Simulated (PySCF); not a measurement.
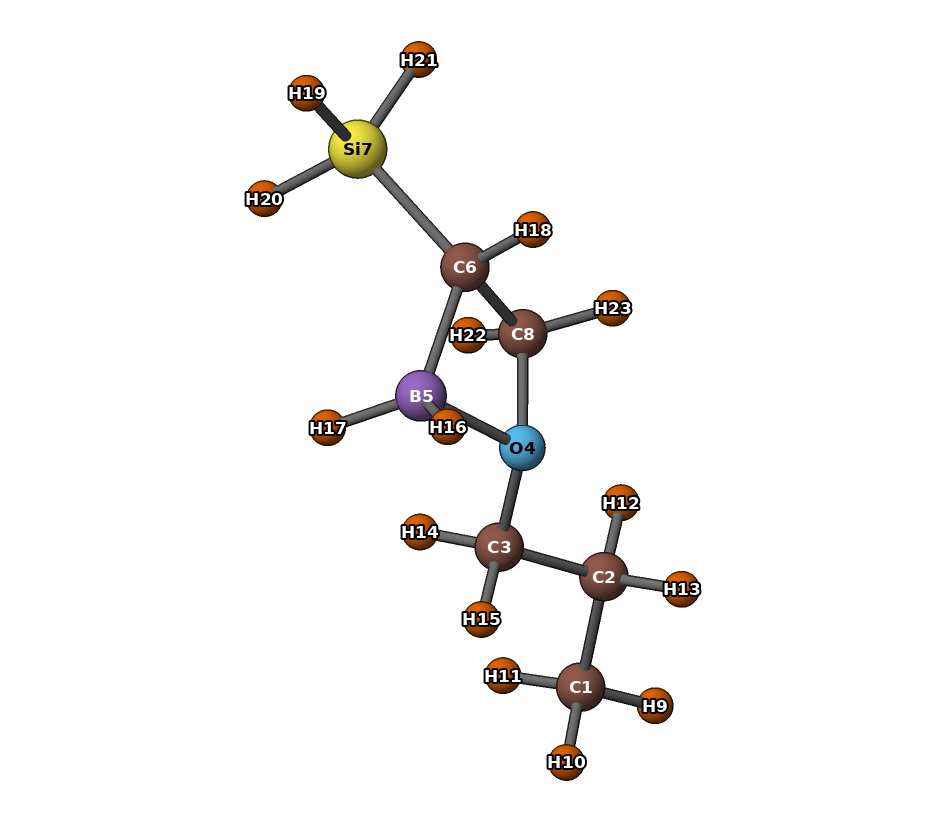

The questions are on isotropic NMR shieldings of the H atoms. The geometry was computed by an optimisation with GFN2-xTB. No frequency run is at hand to confirm it as a minimum. Level of theory: GIAO PBE0/pcSseg-1 NMR shielding, non-relativistic, gas phase (PySCF 2.14.0).

Question: Which H atom is the most shielded (lowest chemical shift)?

Answer: H11 (31.02 ppm).

Question: Which H atom is the least shielded (highest chemical shift)?

Answer: H23 (26.55 ppm).

Question: How wide is the range of H shifts?

Answer: 4.47 ppm.

Give the isotropic NMR shieldings of the H atoms atom by atom.

| atom | σ (ppm) |
| --- | --- |
| H9 | 30.44 |
| H10 | 30.94 |
| H11 | 31.02 |
| H12 | 30.14 |
| H13 | 30.21 |
| H14 | 28.53 |
| H15 | 28.17 |
| H16 | 27.38 |
| H17 | 27.71 |
| H18 | 30.27 |
| H19 | 27.88 |
| H20 | 27.90 |
| H21 | 27.84 |
| H22 | 27.59 |
| H23 | 26.55 |

The geometry is semi-empirical. Around B, Si such bond lengths and angles can be off by a tenth of an ångström or more and by several degrees, and values that hang on the shape move with them.
